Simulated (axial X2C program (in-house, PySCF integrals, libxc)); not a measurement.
Relativistic diatomic calculation for ScSi

ScSi, single determinant with Ω = 1/2 (not the lowest found). The distance is the PBE0 minimum at charge 0. Computed at this level: expectation values, HF and Kohn-Sham, two-component X2C with atomic mean-field Coulomb and Gaunt terms, Sc dyall-cv3z, Si dyall-v3z (cores contracted) (axial X2C program (in-house, PySCF integrals, libxc)).

Log:
```
two-component X2C + atomic mean field  PBE0
basis functions 177  fitting functions 985  grid points 5083
iter        total energy     max residual
   1      -1053.753448506     1.88e-05
   2      -1053.753448514     2.37e-05
   3      -1053.753448524     1.29e-05
   4      -1053.753448526     1.68e-05
   5      -1053.753448530     2.77e-06
converged
one-electron -1571.23889355  Coulomb 515.48468263  exact exchange -14.66965529  xc functional -45.21192740  nuclear repulsion 62.08224262  atomic mean-field constant -0.19989754
```

Expectation values by level of theory:

```csv
quantity,PBE0,HF,BP86,LDA,PBE
effective field for an electron dipole moment (GV/cm),−0.398,−0.712,−0.151,−0.0911,−0.154
field gradient at the first nucleus (a.u.),−0.709,−0.609,−0.640,−0.685,−0.649
field gradient at the second nucleus (a.u.),−0.217,−0.203,−0.283,−0.294,−0.291
"A∥/gI, first nucleus (MHz)",1040,1330,516,400,482
"A∥/gI, second nucleus (MHz)",226,132,264,261,274
```

Each column comes from one determinant, in a basis with contracted cores. The levels disagree widely: the effective field runs from −0.712 to −0.0911 GV/cm, A∥/gI at the first nucleus runs from 400 to 1330 MHz and A∥/gI at the second nucleus runs from 132 to 274 MHz. They may not all have settled in the same state, and these values aren't reliable properties of the molecule.

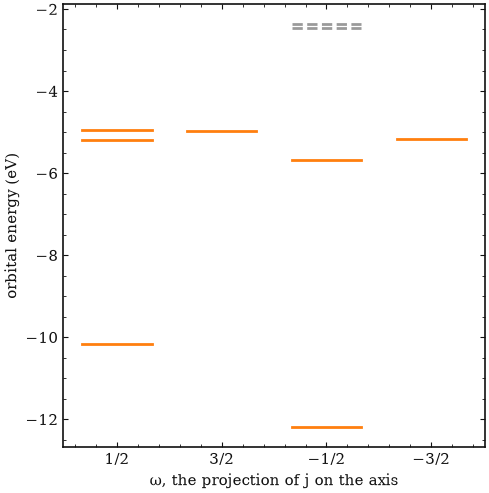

Orbital energies (PBE0) near the frontier at 2.51 Å, filled (solid) and empty (dashed). The highest filled spinor (1/2; 57 % Sc s, 22 % Si p) lies at −4.95 eV, the lowest empty one (−1/2; 60 % Sc d, 32 % Si p) at −2.47 eV.

Input file:
```
{"zs": [21, 14], "q": 0, "bas": ["dyall-cv3z", "dyall-v3z"], "r0": 2.64, "levels": ["PBE0", "HF", "BP86", "LDA", "PBE"], "nst": 3}
```

The line is the task of a batch: nuclear charges, charge, bases, the levels to run, a first guess of the distance and further settings. This report covers the levels named above. The log is that of the reference distance, started from orbitals converged before.

The run was one of a batch that the task file lists, launched with:
```bash
python <driver script> task.json out
```

Summary:

- outcome: converged; the levels of theory disagree widely
- hardware: 1 thread of Intel Xeon (Granite Rapids), 192 GiB of memory available, shared host
- wall time: 2.4 s
- peak memory: 0.33 GiB
